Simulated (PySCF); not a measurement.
System: CH₇NPSi (charge +1).

```csv
atom,x (Å),y (Å),z (Å)
C,-2.2268,0.8672,0.0776
N,-1.0639,0.4235,-0.0857
Si,-0.1235,-0.9655,0.1924
P,1.8482,-0.0071,-0.7364
H,-3.0443,0.3153,0.5394
H,-2.4495,1.8754,-0.2614
H,0.2869,-1.2239,1.5649
H,-0.3546,-2.0954,-0.6957
H,3.0113,-0.7453,-0.7819
H,2.3304,1.1463,-0.1577
H,1.7910,0.4123,-2.0472
```

Geometry: GFN2-xTB.

All numbers below come from PBE0/pcSseg-1, SCF density, gas phase, non-relativistic (PySCF 2.14.0).

What can the converged electron density and electron localisation function tell about the bonding?

Answer. C–N (1.26 Å): the density is about 2.8 e/Å³ at the midpoint; the ELF peaks at about 0.90 between the atoms: a multiple bond.
Si–N (1.70 Å): the density is about 1.1 e/Å³ at the midpoint; the ELF peaks at about 0.90 between the atoms (a polar covalent bond).
Si–P (2.38 Å): ρ is about 0.59 e/Å³ halfway, with its minimum of 0.47 e/Å³ about 0.8 Å from Si; the ELF peaks at about 1 between the atoms; localised, covalent bonding.
C–H (1.09 Å): the density is about 2.1 e/Å³ at the midpoint; the ELF climbs to about 1 towards the hydrogen, as it does in any bond to H (a covalent bond by its length).

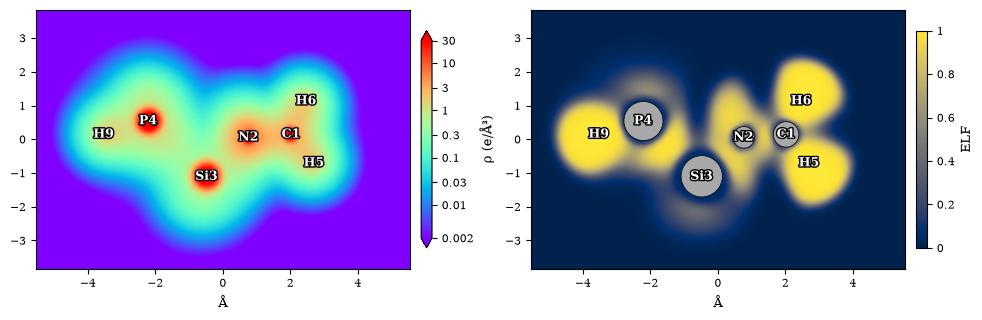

Computed electron density and electron localisation function on the plane of atoms N2, C1 and H5, in this order. Grey discs cover the atomic cores in the ELF map. 
